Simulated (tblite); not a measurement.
**Frequency calculation of C4H8ClGeO**

C4H8ClGeO, multiplicity 2, SMILES C[C](C)(C=O)[GeH][Cl], computed with GFN2-xTB harmonic vibrations, gas phase (tblite 0.8.0).

It belongs to a series of runs on one base structure; here: H removed from Ge.

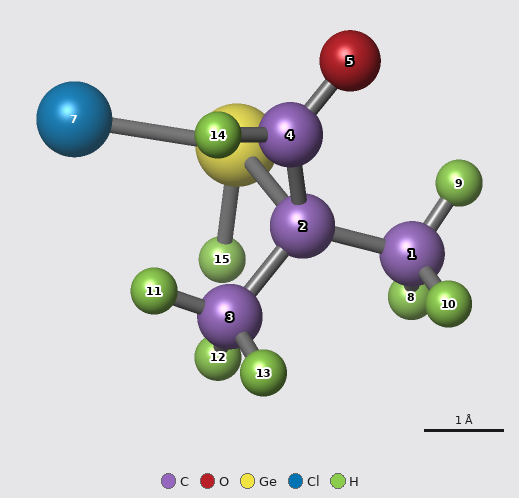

**Figure 1.** The input geometry (ball-and-stick view, seen at a tilt; atoms are numbered from 1 in the order of the input). Sticks mark near contacts. Bond lengths as drawn: Cl–Ge 2.15 Å, C–C 1.45 to 1.50 Å, C–Ge 2.32 Å, C–H 1.09 to 1.11 Å, C–O 1.21 Å and Ge–H 1.70 Å.

## Key numbers

```tsv
quantity	value
outcome	converged
total energy	−631.1164 eV
zero-point energy	65.3270 kcal/mol
hardware	1 CPU thread, shared host
peak memory	0.24 GiB
```

## The input
```
{"job": {"kind": "ir", "xc": "GFN2-xTB", "basis": "xTB"}, "charge": 0, "multiplicity": 2}
C      0.459305    -1.575199    -0.089371
C      0.041628    -0.148456    -0.304928
C      1.076030     0.881619     0.019975
C     -0.871563     0.109041    -1.402184
O     -1.663979    -0.694680    -1.850142
Ge    -1.549161     0.161361     1.351044
Cl    -2.021674     2.256248     1.237098
H      0.734803    -1.739673     0.954032
H     -0.351113    -2.247301    -0.365968
H      1.329304    -1.810443    -0.705235
H      0.733481     1.882499    -0.237204
H      1.306488     0.853848     1.088973
H      2.003137     0.675382    -0.518595
H     -0.832243     1.143704    -1.796191
H     -0.398856     0.260041     2.596786
```

The first line tells a small driver script what to run in tblite; the rest is the geometry in Å.

Command:
```bash
OMP_NUM_THREADS=1 python <driver script> task.json out
```

## Output
```
mode    cm-1     km/mol
  1      40.6      2.28
  2      71.9      7.66
  3      82.8      3.74
  4     145.6      0.52
  5     164.3      2.98
  6     176.9      0.77
  7     211.1      0.44
  8     222.7      4.99
  9     261.4      7.95
 10     327.7      5.62
 11     340.8     69.05
 12     357.8      0.31
 13     480.2     21.20
 14     550.2    130.70
 15     599.3      3.89
 16     824.6     19.46
 17     884.4      4.88
 18     962.4      1.25
 19     975.0      2.42
 20    1004.9     13.07
 21    1043.8     41.54
 22    1105.5    696.31
 23    1237.6     27.12
 24    1292.0     75.01
 25    1371.9      9.62
 26    1387.4     27.23
 27    1398.9     17.61
 28    1445.5      0.95
 29    1454.3      9.84
 30    1463.0     12.63
 31    1475.9     15.40
 32    1666.5    447.01
 33    2745.6     97.80
 34    2945.8      3.36
 35    2969.8     10.04
 36    2973.9      6.25
 37    2985.4     17.34
 38    3022.7     23.95
 39    3027.0      4.70
```

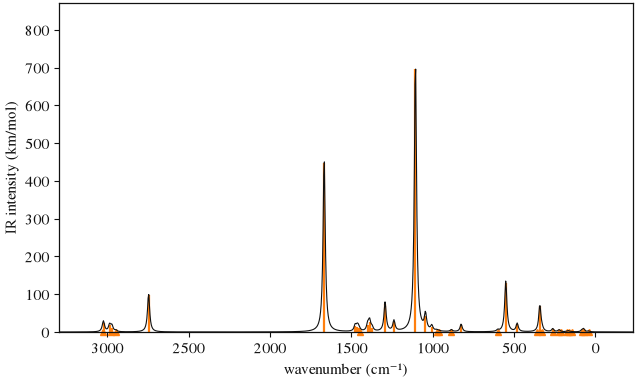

**Figure 2.** Harmonic infrared spectrum, unscaled: sticks (degenerate modes added up, dark ones marked on the axis) with a Lorentzian envelope of 16 cm⁻¹ full width, scaled to the tallest stick. 39 modes from 41 to 3027 cm⁻¹, none imaginary. The strongest line is at 1106 cm⁻¹ (696 km/mol).
